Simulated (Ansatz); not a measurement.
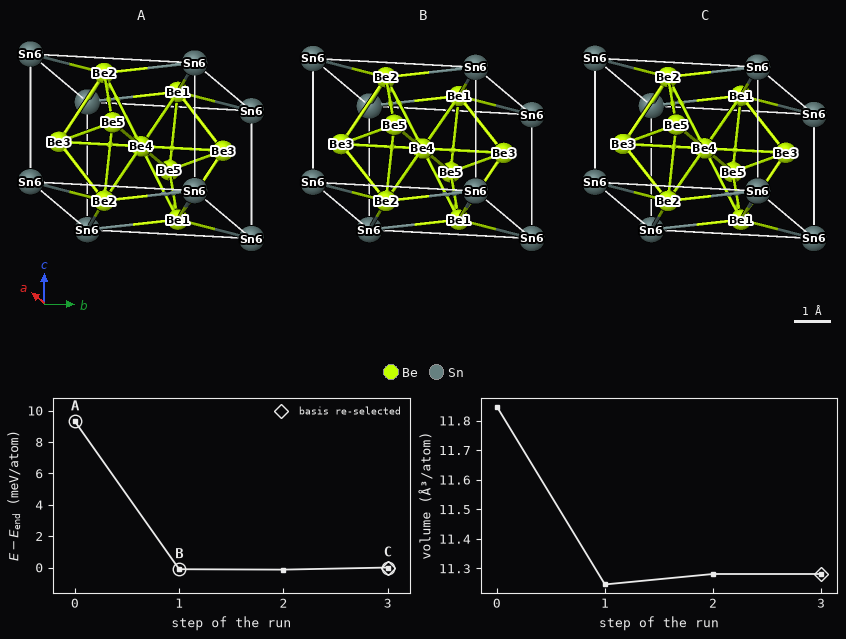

Frames of a relaxation of crystalline Be5Sn (a generated structure, set up in P6/mmm) (coarse preliminary run), marked on the history of the run. The picture is a ball-and-stick view of the cell of the calculation, seen from a free direction.

Method: DFT PBE, scalar-relativistic, plane waves, PAW (Ansatz 0.2.0). Settings: plane-wave cutoff 420 eV; k-point mesh 6 × 6 × 4; occupations gaussian; smearing width 0.1 eV; no spin polarisation; cell and atoms relaxed; force threshold 0.04 eV/Å; at most 70 steps.

What happens along the run?

Over 2 accepted moves (3 points after the start) the energy falls by 9.3 meV per atom. All forces vanish by symmetry, so only the cell relaxes. Pressure: −4.03 GPa at the start and −0.03 GPa at the end. The SCF was repeated once at an unchanged geometry on a basis and grid sized afresh for the cell, which shifted the energy by 0.1 meV per atom at most. No atom moves by more than 0.005 Å relative to the cell. Cell: a = b 4.673 → 4.628 Å (−1.0 %), c 3.759 → 3.649 Å (−2.9 %). Volume −4.8 %. Among the contacts that change: Be1–Be3 2.314 → 2.261 Å, Be1–Sn6 2.698 → 2.672 Å, Be3–Be4 2.336 → 2.314 Å. The space group stays P6/mmm (No. 191). From step 0 to 1: volume −5.1 %, energy −9.4 meV per atom. From step 1 to 3: volume +0.3 %, energy +0.1 meV per atom.

```json
{"step": "0", "E − E(0), meV/atom": "0.00", "pressure, GPa": "-4.03", "volume, Å³/atom": "11.848", "note": ""}
{"step": "1", "E − E(0), meV/atom": "-9.42", "pressure, GPa": "0.27", "volume, Å³/atom": "11.246", "note": ""}
{"step": "2", "E − E(0), meV/atom": "-9.45", "pressure, GPa": "-0.02", "volume, Å³/atom": "11.281", "note": ""}
{"step": "3", "E − E(0), meV/atom": "-9.32", "pressure, GPa": "-0.03", "volume, Å³/atom": "11.281", "note": "same geometry, new basis"}
```

Limits of the set-up: the k-point mesh is coarse for a cell with partly filled bands.
